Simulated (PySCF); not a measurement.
# NMR shielding calculation of C$_{3}$H$_{6}$N$_{2}$Si

The run: NMR shielding calculation of C$_{3}$H$_{6}$N$_{2}$Si. Method and program: GIAO PBE0/6-31G* NMR shielding, non-relativistic, gas phase (PySCF 2.14.0).

The geometry comes from this level: PBE0-D3(BJ)/def2-SVP. Figures and captions count atoms from 1; the log counts them from 0 in places.

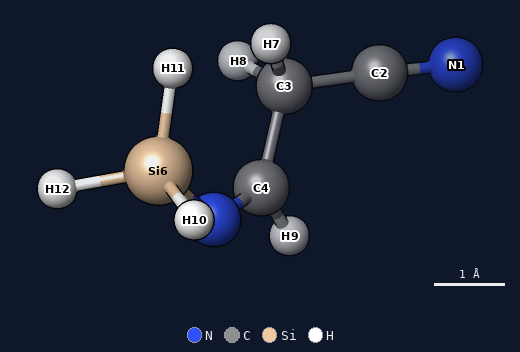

Fig. 1: The input geometry (ball-and-stick view, seen at a tilt; atoms are numbered from 1 in the order of the input). Bond lengths as drawn: C–C 1.46 to 1.52 Å, C–H 1.10 to 1.11 Å, C–N 1.16 to 1.26 Å, H–Si 1.49 to 1.50 Å and N–Si 1.75 Å.

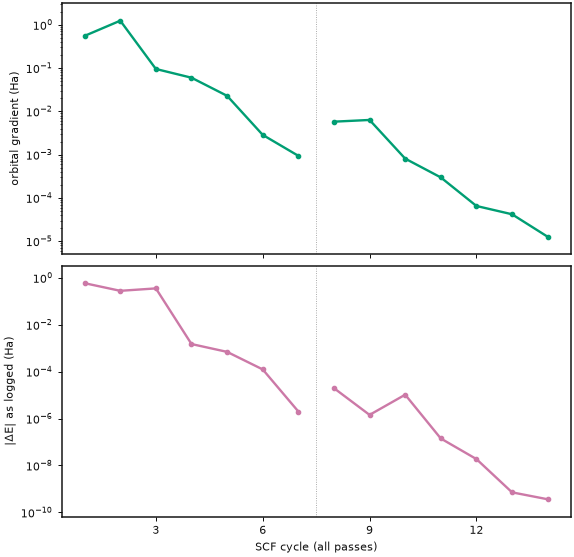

Fig. 2: Convergence of the self-consistent field: orbital gradient and size of the energy change against the SCF cycle. The dotted line marks the change from a coarse to the final integration grid. The first 7 cycles use a coarse grid, the final grid takes over at cycle 8, and the field converges after 14 cycles in all.

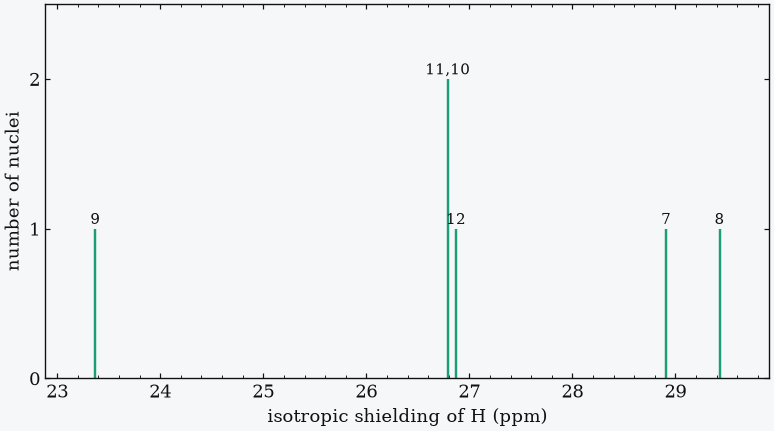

Fig. 3: Isotropic shieldings of the hydrogen nuclei in this fixed geometry, labelled by atom number; shielding grows to the right, so chemical shift grows to the left. The least shielded is H9 (23.4 ppm), the most shielded H8 (29.4 ppm).

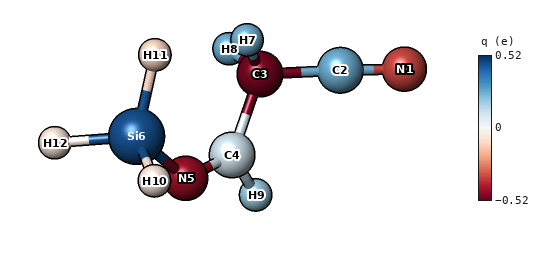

Fig. 4: Mulliken charges, as the colour of each atom (ball-and-stick view, seen at a tilt; atoms are numbered from 1 in the order of the input; Mulliken charges depend strongly on the basis). By element: N −0.45 to −0.35, C −0.49 to +0.26, Si +0.45 and H −0.10 to +0.25 e.

The input that produced these results follows, with the program's output.

The input:
```
{"job": {"kind": "nmr", "xc": "PBE0", "basis": "6-31G*", "pop": true}, "charge": 0, "multiplicity": 1}
N     -3.143492     1.747698     0.111023
C     -2.362419     0.919203     0.315959
C     -1.369392    -0.123276     0.531377
C     -0.707666    -0.576700    -0.763592
N      0.508196    -0.845293    -0.932698
Si     1.926531    -0.792786     0.087522
H     -0.619015     0.219748     1.260175
H     -1.879211    -0.995860     0.978519
H     -1.414433    -0.693500    -1.609019
H      2.932502     0.057015    -0.607139
H      1.709288    -0.249572     1.471805
H      2.425312    -2.192393     0.199311
```

The first line tells a small driver script what to run in PySCF; the rest is the geometry in Å.

Launched with:
```bash
OMP_NUM_THREADS=1 python <driver script> task.json out
```

What the program printed:
```
coarse grid: 10728 points
cycle   1  E = -516.4515122863  dE =  5.887e-01  |g| = 5.547e-01  |ddm| = 3.448e+00
cycle   2  E = -516.1730490119  dE =  2.785e-01  |g| = 1.244e+00  |ddm| = 1.659e+00
cycle   3  E = -516.5264852714  dE = -3.534e-01  |g| = 9.529e-02  |ddm| = 1.133e+00
cycle   4  E = -516.5279857515  dE = -1.500e-03  |g| = 5.986e-02  |ddm| = 1.306e-01
cycle   5  E = -516.5286808058  dE = -6.951e-04  |g| = 2.282e-02  |ddm| = 6.061e-02
cycle   6  E = -516.5288049364  dE = -1.241e-04  |g| = 2.858e-03  |ddm| = 2.283e-02
cycle   7  E = -516.5288069345  dE = -1.998e-06  |g| = 9.381e-04  |ddm| = 3.538e-03
final grid: 99768 points
cycle   8  E = -516.4707417181  dE = -1.976e-05  |g| = 5.776e-03  |ddm| = 1.917e-02
cycle   9  E = -516.4707402861  dE =  1.432e-06  |g| = 6.326e-03  |ddm| = 1.287e-02
cycle  10  E = -516.4707506748  dE = -1.039e-05  |g| = 8.083e-04  |ddm| = 6.824e-03
cycle  11  E = -516.4707508160  dE = -1.412e-07  |g| = 2.973e-04  |ddm| = 9.985e-04
cycle  12  E = -516.4707508348  dE = -1.874e-08  |g| = 6.510e-05  |ddm| = 2.489e-04
cycle  13  E = -516.4707508355  dE = -7.150e-10  |g| = 4.186e-05  |ddm| = 7.885e-05
cycle  14  E = -516.4707508358  dE = -3.627e-10  |g| = 1.266e-05  |ddm| = 4.031e-05
converged SCF energy = -516.4707508358

GIAO shielding tensors (ppm)
atom      isotropic    diamagn.    paramagn.     s11        s22        s33       span
  0 N       -6.582     340.861    -347.443   -167.120   -153.773    301.148    468.268
  1 C       89.336     256.839    -167.503    -12.224     -9.004    289.237    301.461
  2 C      168.031     253.889     -85.858    152.634    166.622    184.836     32.203
  3 C       35.285     251.628    -216.343    -51.309     28.046    129.118    180.428
  4 N      -76.917     322.298    -399.215   -414.558    -98.047    281.855    696.413
  5 Si     455.729     882.018    -426.289    432.829    440.105    494.252     61.422
  6 H       28.910      31.621      -2.712     24.256     29.295     33.178      8.922
  7 H       29.428      28.171       1.257     25.508     29.311     33.463      7.955
  8 H       23.370      27.853      -4.483     21.163     22.877     26.071      4.908
  9 H       26.792      29.249      -2.457     24.392     25.250     30.733      6.342
 10 H       26.789      30.439      -3.650     23.287     26.838     30.243      6.956
 11 H       26.870      28.619      -1.748     24.545     25.274     30.793      6.249
```

Key numbers:

- outcome: converged
- total energy: −516.470751 hartree
- HOMO: −7.34 eV
- LUMO: −1.12 eV
- dipole moment: 3.13 D
- isotropic shielding, N: −76.9 to −6.6 ppm
- isotropic shielding, C: 35.3 to 168.0 ppm
- isotropic shielding, Si: 455.7 ppm
- isotropic shielding, H: 23.4 to 29.4 ppm
- hardware: 1 CPU thread, shared host
- wall time: 10 s
- peak memory: 0.54 GiB
